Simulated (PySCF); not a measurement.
**FGeH2N (SMILES [NH2][Ge][F]), step by step**

Wanted: an energy scan (HF/ma-def2-SVP), then the energy along one coordinate (PW91-D3(BJ)/ma-def2-SVP) of FGeH2N. The job is set up through a Python script.

Program for the calculation: PySCF 2.14.0.

## 1. The structure to begin with

The species is FGeH2N (5 atoms), typed as a singlet with charge 0. SMILES: `[NH2][Ge][F]`. Geometry: relaxed at PBE0-D4/def2-TZVP.

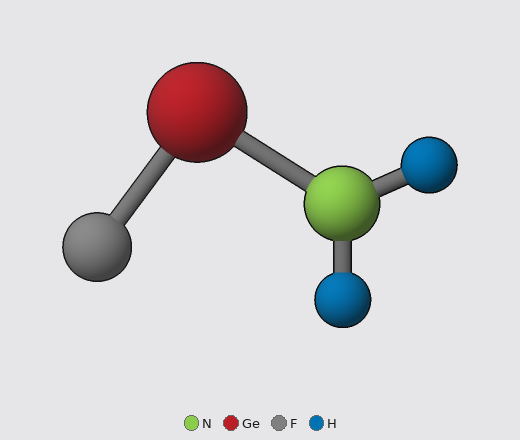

Viewed from a chosen angle; nitrogen green, germanium red, fluorine grey, hydrogen blue.

## 2. The energy along one coordinate at HF/ma-def2-SVP (sfX2C, density fitting, max memory mb 1860) (run 1)

start.xyz

```xyz
5

N     -0.477700     0.347600    -0.204700
Ge     0.434100    -0.305200     1.217200
F      1.598300    -1.203900     0.235500
H     -1.280100     0.952600    -0.130600
H     -0.224500     0.135300    -1.158700
```

calc.py

```python
import numpy
from pyscf import gto, scf
from scipy.spatial.transform import Rotation

mol = gto.M(
    atom='start.xyz',
    basis='ma-def2-svp',
    verbose=3,
    spin=0,
    max_memory=1860,
)

x0 = mol.atom_coords(unit='angstrom')
axis = x0[0] - x0[1]
r0 = 179.98  # dihedral 3-2-1-4 of the start, degrees
axis /= numpy.linalg.norm(axis)

scan, good = [], []
for r in [0, 40, 80, 120, 160]:
    xyz = x0.copy()
    xyz[[0, 3, 4]] = Rotation.from_rotvec(axis * numpy.radians(r - r0)).apply(x0[[0, 3, 4]] - x0[0]) + x0[0]
    mol.set_geom_(xyz, unit='angstrom')
    hf = scf.RHF(mol)
    hf = hf.sfx2c1e()
    hf = hf.density_fit()
    hf.kernel()
    e_tot = hf.e_tot
    scan.append((r, e_tot))
    good.append(hf.converged)
    print('dihedral = %.1f deg   E = %.8f Eh   converged: %s' % (r, e_tot, good[-1]))

e0 = min(e for r, e in scan)
print('angle   E - Emin (kcal/mol)')
for r, e in scan:
    print('%6.3f %10.3f' % (r, (e - e0) * 627.5095))
```

The run is started by

```bash
$ OMP_NUM_THREADS=1 python calc.py
```

Standard output:

```text
WARN: Even tempered Gaussians are generated as DF auxbasis for  N H F Ge

converged SCF energy = -2247.32510633212
dihedral = 0.0 deg   E = -2247.32510633 Eh   converged: True

WARN: Even tempered Gaussians are generated as DF auxbasis for  N H F Ge

converged SCF energy = -2247.31451748618
dihedral = 40.0 deg   E = -2247.31451749 Eh   converged: True

WARN: Even tempered Gaussians are generated as DF auxbasis for  N H F Ge

converged SCF energy = -2247.29871009053
dihedral = 80.0 deg   E = -2247.29871009 Eh   converged: True

WARN: Even tempered Gaussians are generated as DF auxbasis for  N H F Ge

converged SCF energy = -2247.30520963654
dihedral = 120.0 deg   E = -2247.30520964 Eh   converged: True

WARN: Even tempered Gaussians are generated as DF auxbasis for  N H F Ge

converged SCF energy = -2247.32220233233
dihedral = 160.0 deg   E = -2247.32220233 Eh   converged: True
angle   E - Emin (kcal/mol)
 0.000      0.000
40.000      6.645
80.000     16.564
120.000     12.485
160.000      1.822
```

Run time: 4.8 s. Hardware: 1 thread of Arm Neoverse V1, shared host; peak memory 0.14 GiB.

The scan, from its lowest point:

| F3–Ge2–N1–H4 (°) | energy (kJ/mol) |
| --- | --- |
| 0.000 | 0.0 |
| 40.000 | 27.8 |
| 80.000 | 69.3 |
| 120.000 | 52.2 |
| 160.000 | 7.6 |

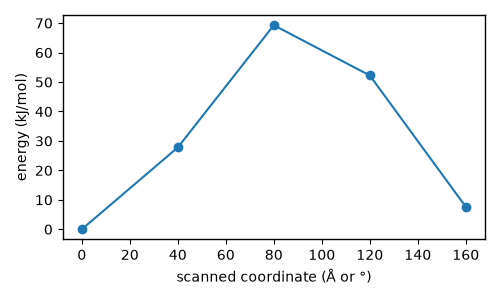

Energy along the scan.

## 3. An energy scan at PW91-D3(BJ)/ma-def2-SVP (Coulomb fitting set, max memory mb 1860) (run 2)

input.py

```python
import numpy
from pyscf import gto, dft
from scipy.spatial.transform import Rotation

mol = gto.M(
    atom='''
N   -0.477700   0.347600  -0.204700
Ge   0.434100  -0.305200   1.217200
F    1.598300  -1.203900   0.235500
H   -1.280100   0.952600  -0.130600
H   -0.224500   0.135300  -1.158700
''',
    charge=0,
    max_memory=1860,
    basis='ma-def2-svp',
    verbose=3,
)

x0 = mol.atom_coords(unit='angstrom')
axis = x0[0] - x0[1]
r0 = 179.98  # dihedral 3-2-1-4 of the start, degrees
axis /= numpy.linalg.norm(axis)
dm = None
scan, good = [], []
for r in [0, 40, 80, 120, 160]:
    xyz = x0.copy()
    xyz[[0, 3, 4]] = Rotation.from_rotvec(axis * numpy.radians(r - r0)).apply(x0[[0, 3, 4]] - x0[0]) + x0[0]
    mol.set_geom_(xyz, unit='angstrom')
    calc0 = dft.RKS(mol, xc='pw91')
    calc0 = calc0.density_fit(auxbasis='def2-universal-jfit')
    calc0.disp = 'd3bj'
    calc0.kernel(dm0=dm)
    dm = calc0.make_rdm1()
    etot = calc0.e_tot
    scan.append((r, etot))
    good.append(calc0.converged)
    print('dihedral = %.1f deg   E = %.8f Eh   converged: %s' % (r, etot, good[-1]))

e0 = min(e for r, e in scan)
print('angle   E - Emin (kcal/mol)')
for r, e in scan:
    print('%6.3f %10.3f' % (r, (e - e0) * 627.5095))
```

The run is started by

```bash
$ OMP_NUM_THREADS=1 python input.py
```

Standard output:

```text
converged SCF energy = -2232.58866396625
dihedral = 0.0 deg   E = -2232.58866397 Eh   converged: True
converged SCF energy = -2232.57824365248
dihedral = 40.0 deg   E = -2232.57824365 Eh   converged: True
converged SCF energy = -2232.56075332877
dihedral = 80.0 deg   E = -2232.56075333 Eh   converged: True
converged SCF energy = -2232.56840656264
dihedral = 120.0 deg   E = -2232.56840656 Eh   converged: True
converged SCF energy = -2232.58586094844
dihedral = 160.0 deg   E = -2232.58586095 Eh   converged: True
angle   E - Emin (kcal/mol)
 0.000      0.000
40.000      6.539
80.000     17.514
120.000     12.712
160.000      1.759
```

It took 24 s on 1 thread of Arm Neoverse V1, shared host; peak memory 0.32 GiB.

The scan, from its lowest point:

| F3–Ge2–N1–H4 (°) | energy (kJ/mol) |
| --- | --- |
| 0.000 | 0.0 |
| 40.000 | 27.4 |
| 80.000 | 73.3 |
| 120.000 | 53.2 |
| 160.000 | 7.4 |

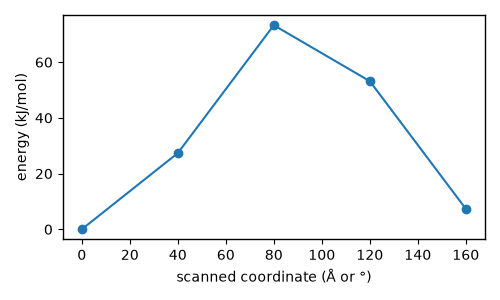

Energy along the scan.
